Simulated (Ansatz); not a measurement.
**CH₃Cl₂GaS: geometry optimisation**

Aim: relax CH₃Cl₂GaS at this level.

Computed with Ansatz 0.2.0. Level: RKS r2SCAN-D4/def2-SVP.

### 1 Where the work starts

SMILES `C[S][Ga]([Cl])[Cl]`, 8 atoms, charge 0, spin multiplicity 1.

Atoms are counted from 1 here; the program's logs count them from 0.

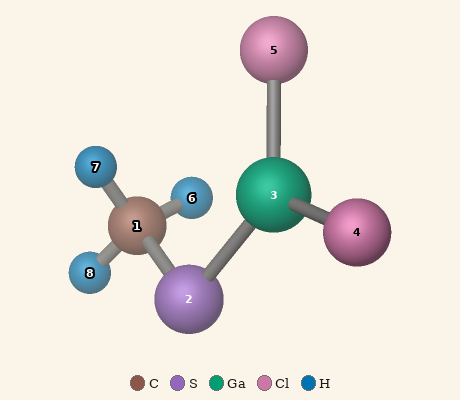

The starting geometry (carbon brown, sulfur purple, gallium teal, chlorine pink, hydrogen blue); atoms are numbered from 1 in the order of the file.

As a file:

```xyz
8
CH3Cl2GaS
C    -0.20851   -0.10637    1.43300
S     0.54732   -1.24371    0.19362
Ga    0.32082   -0.06003   -1.63803
Cl    0.98558   -0.79744   -3.54389
Cl   -0.58307    1.89960   -1.55007
H    -1.28465    0.04995    1.23413
H     0.31122    0.86876    1.46058
H    -0.08872   -0.61076    2.41065
```

### 2 Relaxation

File input.yaml:

```yaml
crystal:
  periodic: [false, false, false]
  atoms:
    - { symbol: C, position_ang: [-0.208511, -0.106372, 1.433004] }
    - { symbol: S, position_ang: [0.547325, -1.243709, 0.193616] }
    - { symbol: Ga, position_ang: [0.320817, -0.060027, -1.638029] }
    - { symbol: Cl, position_ang: [0.985584, -0.79744, -3.543888] }
    - { symbol: Cl, position_ang: [-0.583067, 1.899599, -1.550065] }
    - { symbol: H, position_ang: [-1.284646, 0.049946, 1.234132] }
    - { symbol: H, position_ang: [0.311218, 0.868763, 1.46058] }
    - { symbol: H, position_ang: [-0.088719, -0.610761, 2.410651] }
basis:
  gaussian: { orbitals: def2-SVP }
hamiltonian:
  xc: r2scan
  dispersion: d4
output:
  forces: true
relax:
  f_tol: 0.003
  max_steps: 120
```

Launch:

```
$ ansatz run input.yaml --threads 1 --pin off --max-ram 2560MiB --backend cpu --events-out ev --progress --plain --runs-dir out
```

Output (excerpt; [...] marks lines left out):

```text
Warning: RAYON_NUM_THREADS=1 ignored (pool sized by the plan → 1); use --threads N
[...]
Functional definition: r2SCAN
[...]
1282 factors; their error is unknown
[...]
mean field -89327.01009013 eV, -3282.7070727903 hartree, gradient 1.2e-5 eV, S^2 0.000000; 0 other end points of the search recorded, 0 dependent functions left out
[...]
reference -89327.01010037 eV, -3282.7070731666 hartree; 45, 45 occupied and 70, 70 virtual orbitals, 1282 factors
relax step   1: F+E_penalty+E_count = -89327.07195523 eV  Δ(F+E_penalty+E_count) = +0.000e0 eV  max|allowed force component| = 2.531e-1 eV/Å  Δτ_max = 0.0000 Å  (29 SCF iters, accepted)
[...]
relax step   5: F+E_penalty+E_count = -89327.08332687 eV  Δ(F+E_penalty+E_count) = -1.763e-6 eV  max|allowed force component| = 3.453e-3 eV/Å  Δτ_max = 0.0073 Å  (31 SCF iters, accepted)
[...]
relax step   6: F+E_penalty+E_count = -89327.08333585 eV  Δ(F+E_penalty+E_count) = -8.982e-6 eV  max|allowed force component| = 2.650e-3 eV/Å  Δτ_max = 0.0043 Å  (24 SCF iters, accepted)
1282 factors; their error is unknown
[...]
mean field -89327.02118368 eV, -3282.7074804707 hartree, gradient 7.9e-6 eV, S^2 0.000000; 1 other end points of the search recorded, 0 dependent functions left out
[...]
reference -89327.02119391 eV, -3282.7074808465 hartree; 45, 45 occupied and 70, 70 virtual orbitals, 1282 factors
Total energy: -89327.08334607 eV, -3282.7097648965 hartree
Atom 0 at    -0.207306    -0.104161     1.425102 Å, force     0.000430    -0.002650    -0.002498 eV/Å
Atom 1 at     0.540066    -1.237266     0.187070 Å, force     0.000421     0.001624     0.001074 eV/Å
Atom 2 at     0.318461    -0.061236    -1.626982 Å, force    -0.001944    -0.000450     0.000004 eV/Å
Atom 3 at     0.982074    -0.787732    -3.518160 Å, force     0.000496     0.000214    -0.000162 eV/Å
Atom 4 at    -0.582038     1.881192    -1.541404 Å, force     0.000717    -0.000209    -0.000046 eV/Å
Atom 5 at    -1.275546     0.053427     1.227695 Å, force    -0.000169     0.000666     0.000356 eV/Å
Atom 6 at     0.313130     0.861793     1.451626 Å, force     0.000239     0.000321     0.000716 eV/Å
Atom 7 at    -0.088840    -0.606017     2.395054 Å, force    -0.000191     0.000484     0.000556 eV/Å
Dipole moment:    -0.105646     0.036067     0.491416 e Å
```

Wall time 57 s (1 thread of Intel Xeon Platinum 8259CL at 2.50GHz (Skylake/Cascade Lake), shared host); peak memory 0.21 GiB.

Along the way:

```
step  energy from step 1 (eV)  largest force component (eV/Å)
   1                   0.0000                          0.2531
   2                  -0.0108                          0.0772
   3                  -0.0113                          0.0297
   4                  -0.0114                          0.0087
   5                  -0.0114                          0.0035
   6                  -0.0114                          0.0027
```

Distances of close pairs at the start and the end, largest changes first:

```
   bond  before (Å)  after (Å)  change (Å)
 S2–Ga3       2.193      2.173      -0.019
Ga3–Cl4       2.149      2.132      -0.017
Ga3–Cl5       2.160      2.143      -0.017
  C1–H8       1.107      1.098      -0.008
  C1–H7       1.105      1.098      -0.008
  C1–H6       1.105      1.098      -0.008
  C1–S2       1.844      1.837      -0.007
```

### 3 Summary of results

```
             quantity      value
        energy gained  0.0114 eV
root mean square move    0.016 Å
        dipole moment     2.42 D
```

In words: Bond lengths: C1–S2 1.837 Å, C1–H6 1.098 Å, C1–H7 1.098 Å, C1–H8 1.098 Å, S2–Ga3 2.173 Å, Ga3–Cl4 2.132 Å, Ga3–Cl5 2.143 Å. Angles: S2–C1–H6 111.3°, S2–C1–H7 111.5°, S2–C1–H8 105.6°, H6–C1–H7 109.8°, H6–C1–H8 109.2°, H7–C1–H8 109.2°, C1–S2–Ga3 100.8°, S2–Ga3–Cl4 121.6°, S2–Ga3–Cl5 120.0°, Cl4–Ga3–Cl5 118.4°. No frequencies were computed here.
